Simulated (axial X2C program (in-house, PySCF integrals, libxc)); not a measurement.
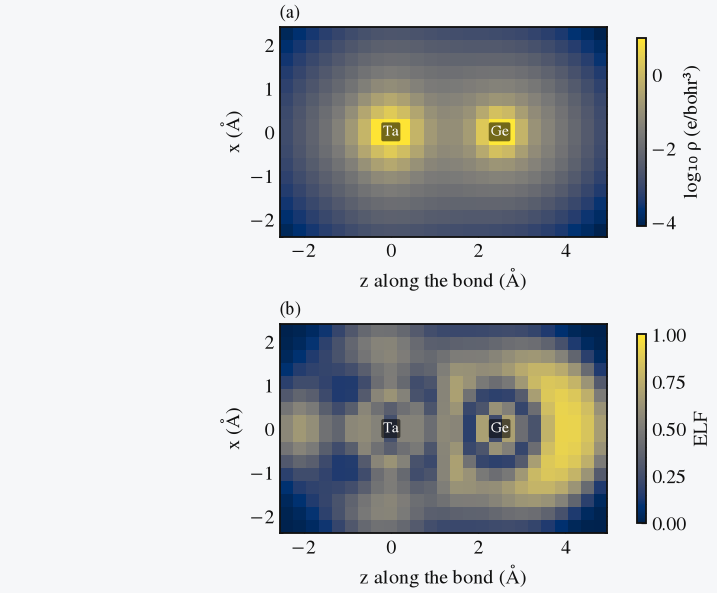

Figure 1. (a) electron density on a logarithmic scale; (b) electron localisation function, in a plane that holds the axis, at 2.49 Å, on points 0.3 Å apart (one half computed, the other mirrored); the structure near the nuclei is finer than these points.

TaGe: relativistic diatomic calculation

- system: TaGe, single determinant with Ω = 5/2.
- method: PBE0, two-component X2C with atomic mean-field Coulomb and Gaunt terms, Ta dyall-cv3z, Ge dyall-cv3z (cores contracted) (axial X2C program (in-house, PySCF integrals, libxc))

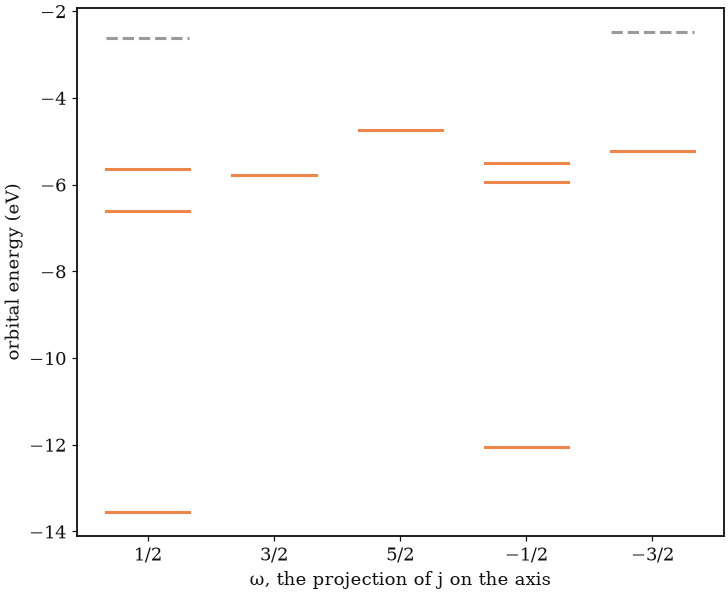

Figure 2. Orbital energies near the frontier at 2.49 Å, filled (solid) and empty (dashed). The highest filled spinor (5/2; 99 % Ta d) lies at −4.75 eV, the lowest empty one (1/2; 54 % Ge p, 34 % Ta d) at −2.63 eV.

Input and output of the run follow.

## The input
```
{"zs": [73, 32], "q": 0, "bas": ["dyall-cv3z", "dyall-cv3z"], "levels": ["PBE0", "HF", "BLYP"], "cc": true, "r0": 2.67, "thr": -1.0, "nmax": 90, "npts": 10, "nst": 2, "ntry": 6}
```

The line is the task of a batch: nuclear charges, charge, bases, the levels to run, a first guess of the distance and further settings. This report covers PBE0 with spin-orbit coupling. The log is that of the reference distance 2.492 Å, started from orbitals converged before.

The run was one of a batch that the task file lists, launched with:
```bash
python <driver script> task.json out
```

## Log
```
two-component X2C + atomic mean field  PBE0
basis functions 293  fitting functions 1520  grid points 5802
iter        total energy     max residual
   1     -17701.392893533     8.39e-05
   2     -17701.392893551     4.64e-05
   3     -17701.392893569     1.29e-05
   4     -17701.392893573     1.03e-05
converged
one-electron -25314.33840298  Coulomb 7531.47976815  exact exchange -98.48762828  xc functional -302.02864283  nuclear repulsion 496.05054764  atomic mean-field constant -14.06853527
```

## What the run reported

```
   quantity                                                                  value
    outcome                            not converged in a step after the SCF shown
   hardware  1 thread of AMD EPYC (Zen 3), 24 GiB of memory available, shared host
  wall time                                                                   17 s
peak memory                                                               0.75 GiB
```

## Diagnosis

The SCF whose log is shown converged, but a later step did not. The run therefore gave no full result.
